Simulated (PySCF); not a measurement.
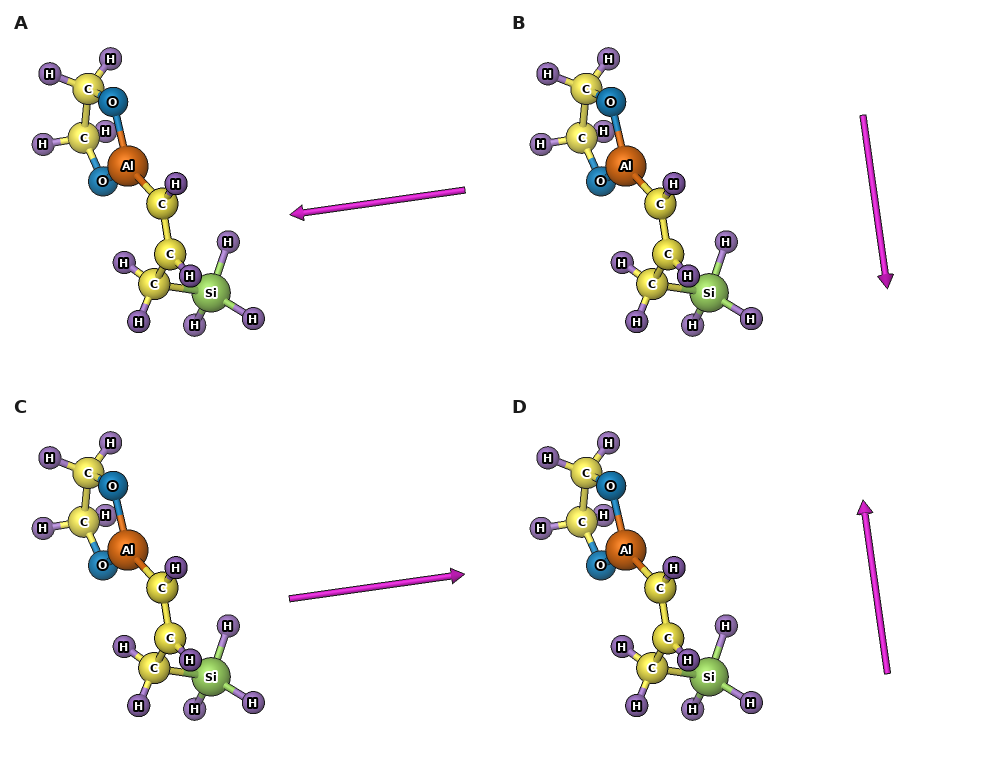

The same molecule four times, each with an arrow. Computed geometry: GFN2-xTB optimisation. No frequency run is at hand to confirm it as a minimum. Level of theory: PBE0/pcSseg-1, gas phase (PySCF 2.14.0).

### Which arrow points along the dipole moment, from the negative to the positive end?

B. The dipole moment is 1.34 D.

The geometry is semi-empirical. Around Al, Si such bond lengths and angles can be off by a tenth of an ångström or more and by several degrees, and values that hang on the shape move with them.
